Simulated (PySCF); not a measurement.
# C6H6BCl2F: what the fields show

The calculation's input:

```
{"job": {"kind": "nmr", "xc": "PBE0", "basis": "pcSseg-1"}, "charge": 0, "multiplicity": 1}
C      1.168227     1.522577    -0.401368
C      0.741307     0.335144    -0.000898
C      1.645466    -0.713359     0.569465
C     -0.711788    -0.037297    -0.105565
B     -1.789061     0.886243     0.557786
Cl    -3.460251     0.579639     0.256621
Cl    -1.358647     2.164722     1.616301
C     -1.111593    -0.888568    -1.354604
C     -1.029109    -1.514400    -0.235202
F     -1.134358    -2.605974     0.480545
H      2.203411     1.806996    -0.329916
H      0.495450     2.255447    -0.811979
H      2.674251    -0.366374     0.596223
H      1.598967    -1.621883    -0.031706
H      1.333295    -0.966623     1.582525
H     -1.273165    -0.827348    -2.399639
```

Command:

```sh
OMP_NUM_THREADS=1 python probes_run.py task.json out
```

Geometry: GFN2-xTB.

Computed with PySCF 2.14.0, PBE0/pcSseg-1, SCF density, gas phase, non-relativistic.

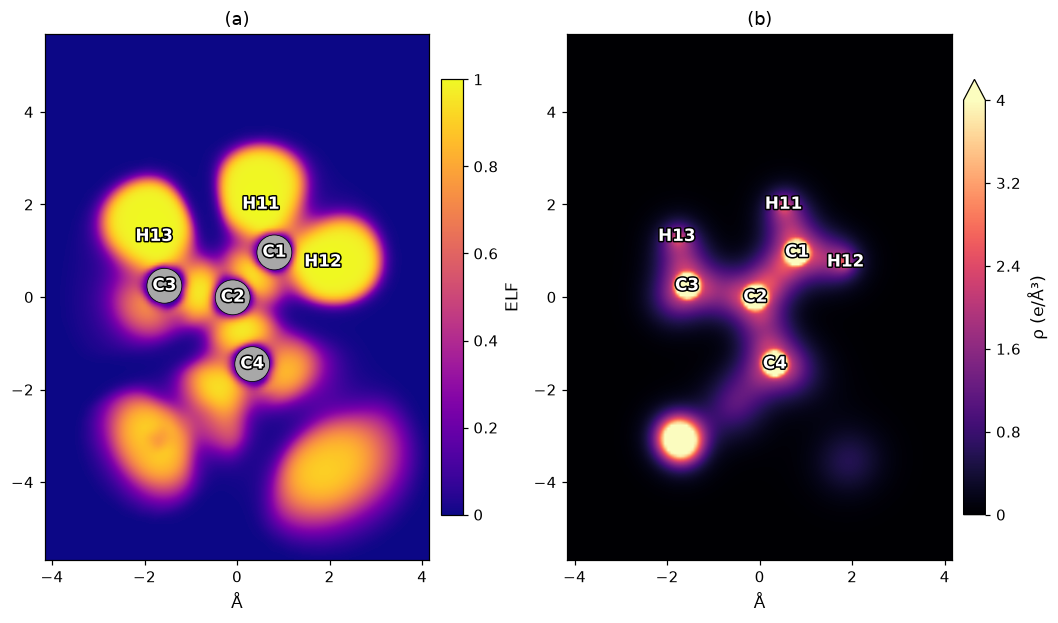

Figure 1. (a) ELF; (b) total electron density on the plane of atoms C3, C2 and C4. Grey discs cover the atomic cores in the ELF map.

What does the map show?

Atoms in the plane: C and H.
C–H (1.08 Å): ρ is about 2 e/Å³ halfway; the ELF climbs to about 1 towards the hydrogen, as it does in any bond to H; an ordinary covalent bond to hydrogen.
The ELF also peaks beside Cl6 and F10, away from the bonds: lone-pair regions.

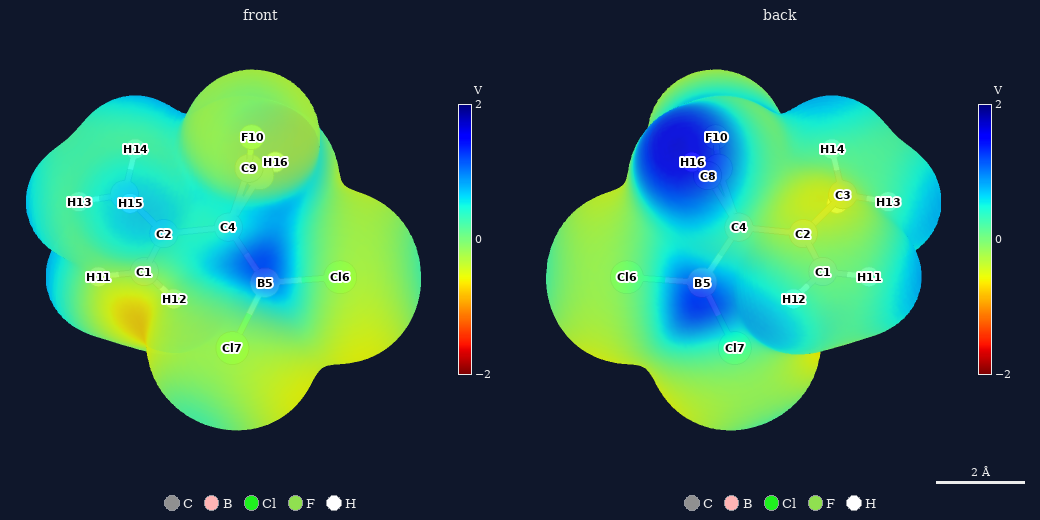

Figure 2. The molecular electrostatic potential painted on the density surface at 0.002 e/bohr³, seen from the front and from behind; the colour scale runs from red (negative) to blue (positive).

Describe the electrostatic potential map.

The most negative region (about −0.7 V) lies over C1, C2 and Cl7, the most positive (about +1.5 V) over H16. Cl6 shows a σ-hole: about +0.2 V at the tip opposite its bond, against about −0.3 V on its flanks. Cl7 shows a σ-hole: about +0.2 V at the tip opposite its bond, against about −0.4 V on its flanks.

What dipole moment does the calculation give?

Its dipole moment is 1.88 D.

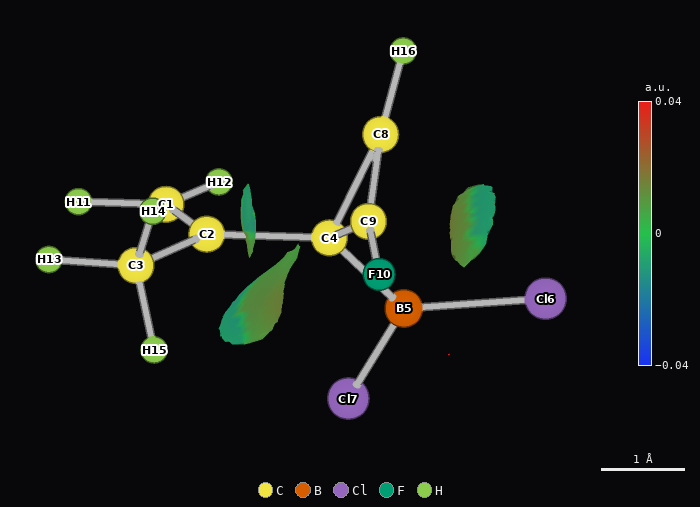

Figure 3. Non-covalent interaction (NCI) plot: the surface where the reduced density gradient is 0.5, for densities under 0.05 a.u., coloured by sign(λ₂)ρ; seen from one side.

Which non-covalent interactions does the plot reveal?

- Between C8 and C4 on one side and Cl6 and B5 on the other: a weak contact, attractive (blue-green) on one side and crowded (olive to red) on the other
- Between Cl7 and B5 on one side and C2 and C1 on the other: a weak contact, attractive (blue-green) on one side and crowded (olive to red) on the other
- Near H14, C9 and C3: mostly steric crowding (olive to red)
